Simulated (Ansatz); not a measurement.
# ClFGaH₃Si with the probe K+: a probe moved round a molecule

A grid of calculations on ClFGaH₃Si (SMILES [F][Ga]([SiH3])[Cl]) with the probe K+, to see where the energy is lowest and how it rises around there.

Method: RKS B3LYP-D4/def2-SVP; program: Ansatz 0.2.0.

## 1. The starting structure

SMILES `[F][Ga]([SiH3])[Cl]`, 7 atoms, charge 0, spin multiplicity 1.

Atoms are counted from 1 here; the program's logs count them from 0.

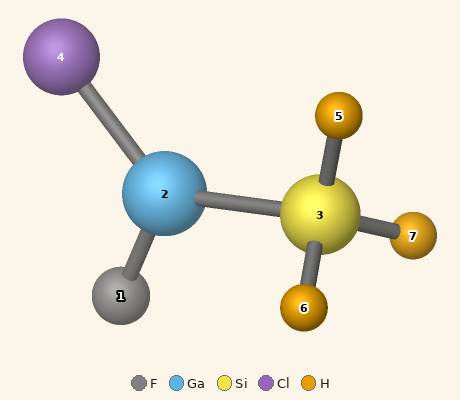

Start geometry, drawn with fluorine grey, gallium blue, silicon yellow, chlorine purple, hydrogen amber; atoms are numbered from 1 in the order of the file.

Coordinates:

```csv
atom,x (Å),y (Å),z (Å)
F1,0.0514,-2.5626,0.7458
Ga2,-0.6105,-1.1037,-0.0120
Si3,0.5857,0.9748,0.0343
Cl4,-2.5367,-1.4845,-0.9177
H5,-0.2000,2.0277,-0.6922
H6,0.7896,1.3756,1.4687
H7,1.9205,0.7727,-0.6269
```

This geometry comes from a loose relaxation at PBE in a small basis, which is not shown.

## 2. Relaxing the molecule

input.yaml

```yaml
crystal:
  periodic: [false, false, false]
  atoms:
    - { symbol: F, position_ang: [0.051442, -2.562592, 0.745816] }
    - { symbol: Ga, position_ang: [-0.610513, -1.103685, -0.011977] }
    - { symbol: Si, position_ang: [0.585714, 0.974757, 0.034311] }
    - { symbol: Cl, position_ang: [-2.536707, -1.484484, -0.917731] }
    - { symbol: H, position_ang: [-0.199986, 2.027684, -0.692247] }
    - { symbol: H, position_ang: [0.789572, 1.375572, 1.468702] }
    - { symbol: H, position_ang: [1.920478, 0.772738, -0.626865] }
basis:
  gaussian: { orbitals: def2-SVP }
hamiltonian:
  xc: { name: B3LYP }
  dispersion: d4
output:
  forces: true
relax:
  f_tol: 0.003
  max_steps: 120
```

Command:

```console
$ ansatz run input.yaml --threads 1 --pin off --max-ram 2560MiB --backend cpu --events-out ev --progress --plain --runs-dir out
```

The log of the run, shortened:

```text
Warning: RAYON_NUM_THREADS=1 ignored (pool sized by the plan → 1); use --threads N
[...]
Functional definition: B3LYP
[...]
979 factors; integrals over basis functions are off by at most 2.7e-4 eV
[...]
mean field -75533.79681837 eV, -2775.8158344286 hartree, gradient 3.4e-5 eV, S^2 0.000000; 0 other end points of the search recorded, 0 dependent functions left out
[...]
reference -75533.79707620 eV, -2775.8158439039 hartree; 37, 37 occupied and 60, 60 virtual orbitals, 979 factors
relax step   1: F+E_penalty+E_count = -75534.05658478 eV  Δ(F+E_penalty+E_count) = +0.000e0 eV  max|allowed force component| = 2.706e-1 eV/Å  Δτ_max = 0.0000 Å  (24 SCF iters, accepted)
[...]
relax step   5: F+E_penalty+E_count = -75534.06317651 eV  Δ(F+E_penalty+E_count) = -1.436e-5 eV  max|allowed force component| = 5.328e-3 eV/Å  Δτ_max = 0.0026 Å  (19 SCF iters, accepted)
[...]
relax step   6: F+E_penalty+E_count = -75534.06319010 eV  Δ(F+E_penalty+E_count) = -1.359e-5 eV  max|allowed force component| = 1.474e-3 eV/Å  Δτ_max = 0.0021 Å  (18 SCF iters, accepted)
979 factors; integrals over basis functions are off by at most 2.8e-4 eV
mean field -75533.80309066 eV, -2775.8160649311 hartree, gradient 3.5e-5 eV, S^2 0.000000; 1 other end points of the search recorded, 0 dependent functions left out
[...]
reference -75533.80334820 eV, -2775.8160743954 hartree; 37, 37 occupied and 60, 60 virtual orbitals, 979 factors
Total energy: -75534.06344764 eV, -2775.8256328735 hartree
Atom 0 at     0.047073    -2.554805     0.741011 Å, force     0.000601     0.000804     0.000076 eV/Å
Atom 1 at    -0.609854    -1.104773    -0.011323 Å, force    -0.001474    -0.000203    -0.000512 eV/Å
Atom 2 at     0.589182     0.975920     0.035925 Å, force     0.000579     0.000843     0.000311 eV/Å
Atom 3 at    -2.533676    -1.485354    -0.915764 Å, force    -0.000327    -0.000810     0.000066 eV/Å
Atom 4 at    -0.193397     2.015873    -0.685437 Å, force    -0.000473     0.000518    -0.000546 eV/Å
Atom 5 at     0.789390     1.375800     1.457166 Å, force     0.000452    -0.000802     0.000200 eV/Å
Atom 6 at     1.911281     0.777330    -0.621569 Å, force     0.000641    -0.000350     0.000404 eV/Å
Dipole moment:     0.243400     0.581450    -0.035286 e Å
```

Wall time 21 s (1 thread of Intel Xeon Platinum 8488C (Sapphire Rapids), shared host); peak memory 0.25 GiB.

The steps of the relaxation:

```csv
step,energy from step 1 (eV),largest force component (eV/Å)
1,0.0000,0.2706
2,-0.0060,0.1142
3,-0.0065,0.0192
4,-0.0066,0.0160
5,-0.0066,0.0053
6,-0.0066,0.0015
```

Close pairs (by a distance rule), those that changed most:

```
   bond  before (Å)  after (Å)  change (Å)
 Si3–H7       1.503      1.490      -0.013
 Si3–H6       1.503      1.490      -0.013
 Si3–H5       1.501      1.488      -0.013
 F1–Ga2       1.772      1.761      -0.012
Ga2–Si3       2.399      2.402      +0.003
Ga2–Cl4       2.162      2.160      -0.003
```

## 3. The part K+ alone, at the geometry typed

input.yaml

```yaml
crystal:
  periodic: [false, false, false]
  atoms:
    - { symbol: K, position_ang: [0.0, 0.0, 0.0] }
total_charge: 1
basis:
  gaussian: { orbitals: def2-SVP }
hamiltonian:
  xc: { name: B3LYP }
```

Command:

```console
$ ansatz run input.yaml --threads 1 --pin off --max-ram 2560MiB --backend cpu --events-out ev --progress --plain --runs-dir out
```

The log of the run:

```text
Warning: RAYON_NUM_THREADS=1 ignored (pool sized by the plan → 1); use --threads N
Engine: ansatz 0.2.0, x86_64-unknown-linux-gnu
Functional definition: B3LYP
  parameter a0 = 0.2
  parameter ax = 0.72
  parameter ac = 0.81
  exchange = (1 - a0 - ax)*slater_x + ax*b88_x + a0*exact_x
  correlation = (1 - ac)*vwn_rpa_c + ac*lyp_c
145 factors; integrals over basis functions are off by at most 2.5e-4 eV
mean field evaluation 1: about -16318.1994 eV, gradient 2.9e-2 eV
mean field evaluation 2: about -16318.1995 eV, gradient 2.2e-2 eV
mean field evaluation 4: about -16318.1995 eV, gradient 2.7e-5 eV
mean field -16318.19945613 eV, -599.6827691401 hartree, gradient 6.1e-5 eV, S^2 0.000000; 0 other end points of the search recorded, 0 dependent functions left out
reference -16318.19955713 eV, -599.6827728518 hartree; 9, 9 occupied and 15, 15 virtual orbitals, 145 factors
Total energy: -16318.19955713 eV, -599.6827728518 hartree
```

It took 0.28 s on 1 thread of Intel Xeon Platinum 8488C (Sapphire Rapids), shared host; peak memory 0.096 GiB.

## 4. Setting up the map

The probe is moved over the molecule's main plane (x and y are the axes of that plane, centred on the molecule).

First coordinate, x of the probe's K atom: 11 values from −6.40 Å. Second coordinate, y of the probe's K atom: 9 values from −5.12 Å.

Nothing else is relaxed (molecule and probe rigid). Energies count from molecule and probe far apart, each relaxed in its own basis (no counterpoise correction). Points are written as (first, second).

The probe K+ moves over a plane: the molecule's main plane. The molecule is turned into the frame of its main axes, as the inputs below show.

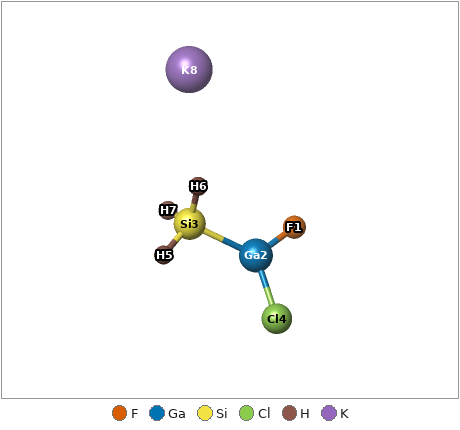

The geometry at (−5.12 Å, 3.84 Å).

Below, 2 of the grid's runs; all are launched alike.

## 5. Grid point (2.56 Å, 3.84 Å)

input.yaml

```yaml
crystal:
  periodic: [false, false, false]
  atoms:
    - { symbol: F, position_ang: [0.527544, 1.752078, 7.4e-05] }
    - { symbol: Ga, position_ang: [0.030017, 0.063109, -0.000204] }
    - { symbol: Si, position_ang: [-2.29184, -0.551858, 6.4e-05] }
    - { symbol: Cl, position_ang: [1.734279, -1.263329, 6.5e-05] }
    - { symbol: H, position_ang: [-2.412152, -2.034954, -0.015642] }
    - { symbol: H, position_ang: [-2.92942, 0.003394, 1.226889] }
    - { symbol: H, position_ang: [-2.937607, 0.03042, -1.209737] }
    - { symbol: K, position_ang: [2.56, 3.84, 0.0] }
total_charge: 1
basis:
  gaussian: { orbitals: def2-SVP }
hamiltonian:
  xc: { name: B3LYP }
  dispersion: d4
output:
  forces: true
```

Command:

```console
$ ansatz run input.yaml --threads 1 --pin off --max-ram 2560MiB --backend cpu --events-out ev --progress --plain --runs-dir out
```

The log of the run, shortened:

```text
Warning: RAYON_NUM_THREADS=1 ignored (pool sized by the plan → 1); use --threads N
[...]
Functional definition: B3LYP
[...]
1153 factors; integrals over basis functions are off by at most 1.2e-3 eV
[...]
mean field -91852.87188259 eV, -3375.5307815726 hartree, gradient 6.4e-5 eV, S^2 0.000000; 0 other end points of the search recorded, 0 dependent functions left out
[...]
reference -91852.87228259 eV, -3375.5307962723 hartree; 46, 46 occupied and 75, 75 virtual orbitals, 1153 factors
Total energy: -91853.21025573 eV, -3375.5432165561 hartree
Atom 0 at     0.527544     1.752078     0.000074 Å, force     0.726477     1.250774     0.000106 eV/Å
Atom 1 at     0.030017     0.063109    -0.000204 Å, force    -0.524149    -1.370335    -0.000029 eV/Å
Atom 2 at    -2.291840    -0.551858     0.000064 Å, force    -0.367189    -0.065032     0.000471 eV/Å
Atom 3 at     1.734279    -1.263329     0.000065 Å, force     0.041725     0.275866     0.000018 eV/Å
Atom 4 at    -2.412152    -2.034954    -0.015642 Å, force     0.136971     0.046601    -0.000261 eV/Å
Atom 5 at    -2.929420     0.003394     1.226889 Å, force     0.093876     0.039926    -0.002940 eV/Å
Atom 6 at    -2.937607     0.030420    -1.209737 Å, force     0.092998     0.039701     0.002606 eV/Å
Atom 7 at     2.560000     3.840000     0.000000 Å, force    -0.200708    -0.217500     0.000029 eV/Å
Dipole moment:     1.229214     2.576283    -0.000127 e Å
```

It took 5.6 s on 1 thread of Intel Xeon Platinum 8488C (Sapphire Rapids), shared host; peak memory 0.33 GiB.

Energy on the map's scale: −91 kJ/mol.

## 6. Grid point (−5.12 Å, 3.84 Å)

input.yaml, as its differences from that of step 5:

```diff
@@ -10,3 +10,3 @@
     - { symbol: H, position_ang: [-2.937607, 0.03042, -1.209737] }
-    - { symbol: K, position_ang: [2.56, 3.84, 0.0] }
+    - { symbol: K, position_ang: [-5.12, 3.84, 0.0] }
 total_charge: 1
```

Command:

```console
$ ansatz run input.yaml --threads 1 --pin off --max-ram 2560MiB --backend cpu --events-out ev --progress --plain --runs-dir out
```

The log of the run, shortened:

```text
Warning: RAYON_NUM_THREADS=1 ignored (pool sized by the plan → 1); use --threads N
[...]
Functional definition: B3LYP
[...]
1153 factors; integrals over basis functions are off by at most 1.2e-3 eV
[...]
mean field -91851.97507927 eV, -3375.4978246585 hartree, gradient 5.4e-5 eV, S^2 0.000000; 0 other end points of the search recorded, 0 dependent functions left out
[...]
reference -91851.97541397 eV, -3375.4978369583 hartree; 46, 46 occupied and 75, 75 virtual orbitals, 1153 factors
Total energy: -91852.32097411 eV, -3375.5105360593 hartree
Atom 0 at     0.527544     1.752078     0.000074 Å, force    -0.178361     0.087041     0.000022 eV/Å
Atom 1 at     0.030017     0.063109    -0.000204 Å, force     0.404572    -0.213438    -0.000257 eV/Å
Atom 2 at    -2.291840    -0.551858     0.000064 Å, force     0.228877    -0.204370     0.002923 eV/Å
Atom 3 at     1.734279    -1.263329     0.000065 Å, force    -0.242305     0.130613     0.000080 eV/Å
Atom 4 at    -2.412152    -2.034954    -0.015642 Å, force    -0.063742     0.065018    -0.000857 eV/Å
Atom 5 at    -2.929420     0.003394     1.226889 Å, force    -0.111756     0.096992     0.016817 eV/Å
Atom 6 at    -2.937607     0.030420    -1.209737 Å, force    -0.114467     0.099389    -0.018269 eV/Å
Atom 7 at    -5.120000     3.840000     0.000000 Å, force     0.077182    -0.061245    -0.000459 eV/Å
Dipole moment:    -4.372387     2.773714     0.000276 e Å
```

It took 5.7 s on 1 thread of Intel Xeon Platinum 8488C (Sapphire Rapids), shared host; peak memory 0.32 GiB.

That is −6 kJ/mol from the zero.

## 7. All points together

70 points were computed, and 29 have no value (skipped by design, atoms too close, or no result). Energies in kJ/mol, from molecule and probe far apart, each relaxed in its own basis (no counterpoise correction):

```csv
"y of the probe's K atom (Å) ↓, x of the probe's K atom (Å) →",−6.40,−5.12,−3.84,−2.56,−1.28,0.00,1.28,2.56,3.84,5.12,6.40
5.12,2,−2,−8,−22,−45,−66,−69,−53,−34,−22,−16
3.84,1,−6,−19,−44,−67,−65,−88,−91,−57,−31,−19
2.56,−2,−17,−7,−14,–,–,–,−80,−87,−44,−24
1.28,−8,1,–,–,–,–,–,–,−87,−61,−30
0.00,−10,35,–,–,–,–,–,–,−11,−69,−36
−1.28,−8,24,–,–,–,–,–,–,–,−65,−36
−2.56,−3,3,–,–,–,–,–,–,−15,−58,−29
−3.84,2,−10,5,–,1,−41,−24,−46,−56,−39,−20
−5.12,5,0,−9,−17,−26,−38,−46,−45,−34,−20,−13
```

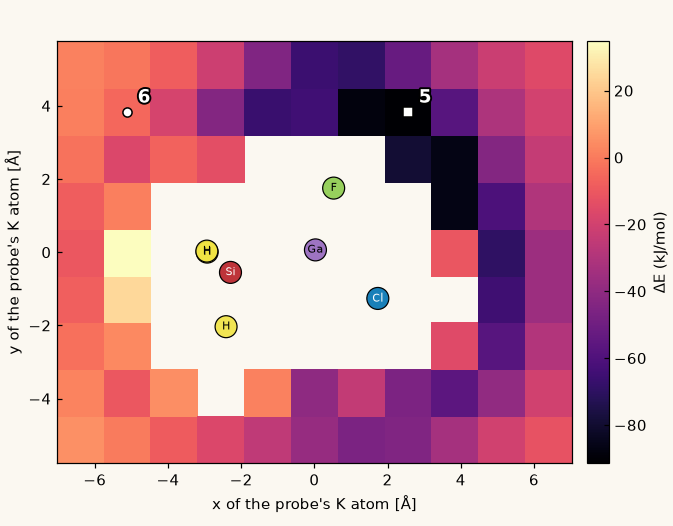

The map; numbers mark the steps of this session that print a point's run. The picture shows one coloured cell a grid point, labelled circles for the molecule's atoms, projected on the plane, blanks where no value was computed.

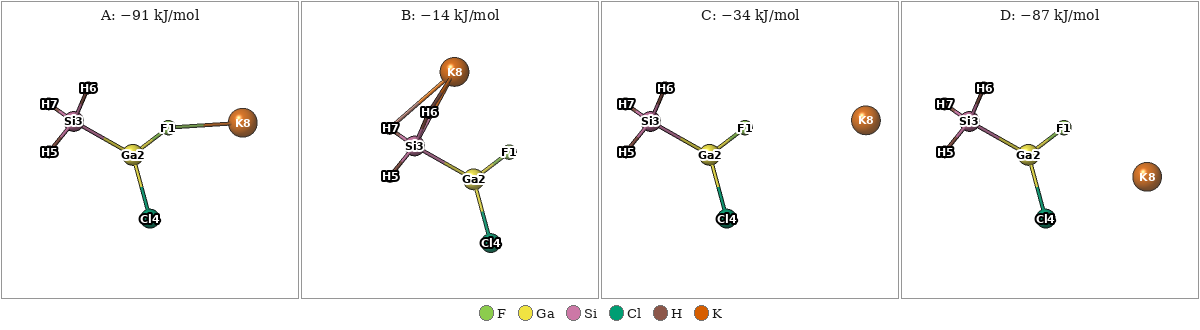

Structures on the grid, at one scale: A at (2.56 Å, 3.84 Å); B at (−2.56 Å, 2.56 Å); C at (3.84 Å, 5.12 Å); D at (3.84 Å, 2.56 Å).

The largest force on an atom (eV/Å) at each point:

```csv
"y of the probe's K atom (Å) ↓, x of the probe's K atom (Å) →",−6.40,−5.12,−3.84,−2.56,−1.28,0.00,1.28,2.56,3.84,5.12,6.40
5.12,0.30,0.37,0.47,0.64,0.94,1.26,1.29,0.99,0.60,0.39,0.29
3.84,0.36,0.46,0.61,0.98,1.69,2.25,2.12,1.47,0.92,0.48,0.34
2.56,0.44,0.58,0.85,1.44,–,–,–,2.13,1.03,0.57,0.40
1.28,0.54,1.03,–,–,–,–,–,–,1.28,0.73,0.49
0.00,0.61,1.93,–,–,–,–,–,–,3.31,1.00,0.60
−1.28,0.61,1.77,–,–,–,–,–,–,–,1.18,0.66
−2.56,0.53,0.92,–,–,–,–,–,–,2.65,1.08,0.63
−3.84,0.41,0.60,0.98,–,1.17,1.22,1.66,1.63,1.26,0.82,0.53
−5.12,0.31,0.42,0.56,0.62,0.51,0.68,0.89,0.92,0.77,0.58,0.43
```

## 8. Results

```
                                            quantity                                                                           value
                                        lowest point                            (2.56 Å, 3.84 Å) [nearest 1 F at 2.91 Å], −91 kJ/mol
highest computed point (blank points may lie higher)                                  (−5.12 Å, 0.00 Å), 126 kJ/mol above the lowest
                     largest force on an atom (eV/Å)  0.29 at (6.40 Å, 5.12 Å) to 3.31 at (3.84 Å, 0.00 Å); 1.47 at the lowest point
                             time for the whole task                                                7.3 min on 1 thread, shared host
```

In words: The lowest computed point is at (2.56 Å, 3.84 Å) [nearest 1 F at 2.91 Å], −91 kJ/mol from molecule and probe far apart, each relaxed in its own basis (no counterpoise correction). The grid is coarse, so the lowest point of the scanned range may lie between grid points; coordinates that were held can hide deeper minima. The highest computed point, (−5.12 Å, 0.00 Å) [nearest 2 H at 2.50 Å], lies 126 kJ/mol above the lowest. Between some neighbouring points the energy changes steeply, from close contacts of the rigid frames or a change of state; the map doesn't tell which. No counterpoise correction was made, so wells between separate parts tend to come out somewhat too deep.
